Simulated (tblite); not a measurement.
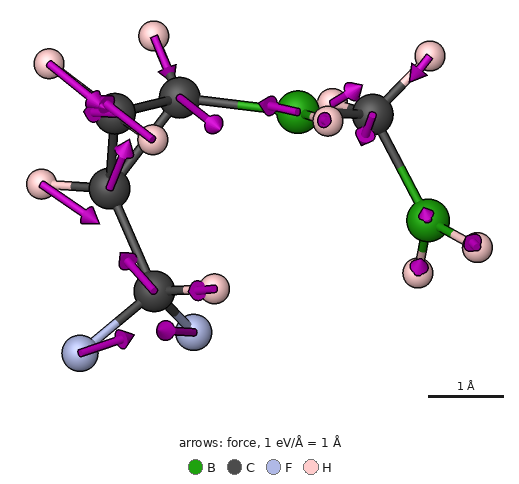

Starting geometry of C5H10B2F2 with the computed forces as purple arrows. A ball-and-stick model, seen at a tilt.

Theory: GFN2-xTB geometry optimisation, gas phase (tblite 0.8.0). 

Q: Is this structure relaxed? If not, where do the atoms go?

A: It isn't relaxed: the largest force vector, on a C atom, is 1.38 eV/Å. The final displacements have little in common with the starting forces (cosine between the two patterns 0.18). An H atom moves most after the best rigid fit: 1.19 Å. By element the largest moves are H 1.19 Å, F 0.84 Å, B 0.63 Å, C 0.44 Å. Some distances before and after: B–C 1.616 → 1.555 Å, C–C 1.520 → 1.487 Å, C–C 1.533 → 1.500 Å, C–F 1.390 → 1.361 Å. Bond angles that change, for instance: B–C–C 114.1° → 122.1°, C–C–H 119.1° → 111.9°, H–C–H 120.9° → 113.8°. Groups turn about B–C by about 35°, B–C by about 30°, B–C by about 30°. After 105 geometry steps the energy has fallen by 42.8 kJ/mol. The run took 2.2 s on 1 thread of Intel(R) Xeon(R) Processor @ 2.50GHz, on a shared host.
